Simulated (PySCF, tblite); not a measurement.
**C₆H₃F₃N radical: geometry, infrared bands and EPR parameters**

What infrared bands and EPR parameters should C₆H₃F₃N radical (`[C]#C[C@@H](N=C)C(F)=C(F)F`) show?

The runs use tblite 0.8.0 and PySCF 2.14.0, with density-fitted response routines of our own; the level of theory stands in each step. All values are computed, except where a source is named. Atoms are numbered from 0 throughout.

### Step 1. Starting geometry

13 atoms, charge 0, multiplicity 2; geometry from: force field or distance geometry start.

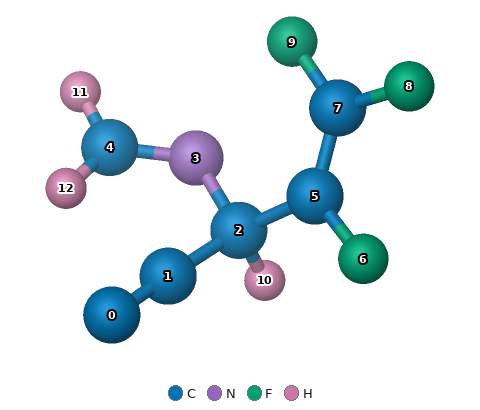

As it starts; carbon blue, nitrogen purple, fluorine teal, hydrogen pink, atoms numbered; sticks join atoms by distance.

### Step 2. Relaxing the molecule with GFN2-xTB

The job: settings as JSON, then the geometry in Å.

```
{"job": {"kind": "relax", "xc": "GFN2-xTB", "basis": "xTB"}, "charge": 0, "multiplicity": 2}
C     -1.591200     0.807900     2.169100
C     -0.958600     0.156200     1.369100
C     -0.149900    -0.627100     0.438100
N     -0.711800    -0.475400    -0.892600
C     -1.746600     0.255800    -1.018500
C      1.286200    -0.255700     0.491700
F      1.935400    -0.423200     1.678200
C      1.958000     0.228200    -0.552000
F      3.269000     0.514300    -0.364400
F      1.369600     0.419400    -1.768400
H     -0.292300    -1.718400     0.685600
H     -2.137700     0.333200    -2.050800
H     -2.234400     0.785100    -0.203000
```

Launch:

```console
$ OMP_NUM_THREADS=1 python probes_run.py task.json out
```

One launch serves the whole session: the jobs run in the order shown.

**Question.** This job is followed by: GFN2-xTB harmonic vibrations, gas phase; UKS B3LYP, pcH-1 on C F H N, non-relativistic, mean-field spin-orbit, GIAO. What will the session give for the following? strongest single infrared mode (GFN2-xTB); zero-point energy (GFN2-xTB); g(iso) (B3LYP); ⟨S²⟩; largest a(iso); surface potential, least and greatest.

As calculated:

| quantity | value |
| --- | --- |
| strongest single infrared mode (GFN2-xTB) | 1215 cm⁻¹, 235 km/mol |
| zero-point energy (GFN2-xTB) | 45.4 kcal/mol |
| g(iso) (B3LYP) | 2.00259 |
| ⟨S²⟩ | 0.767 (exact 0.75) |
| largest a(iso) | 13C on C0, 943.2 MHz |
| surface potential, least and greatest | -1.11 V and 1.25 V |

What this shows: Relaxing lowered the energy by 0.555 eV in 70 steps; the close pair that moved most is C7–F9, from 1.365 to 1.325 Å. All 33 modes are real, so the xTB geometry is a minimum. The strongest single mode, at 1215 cm⁻¹, moves mainly C7. GFN2-xTB is a fitted tight-binding method: band positions and strengths are rough. Its intensities can rank the bands wrongly. C0 carries the largest spin population, 1.11 e. The isotropic g lies 0.3 ppt above the free-electron value.
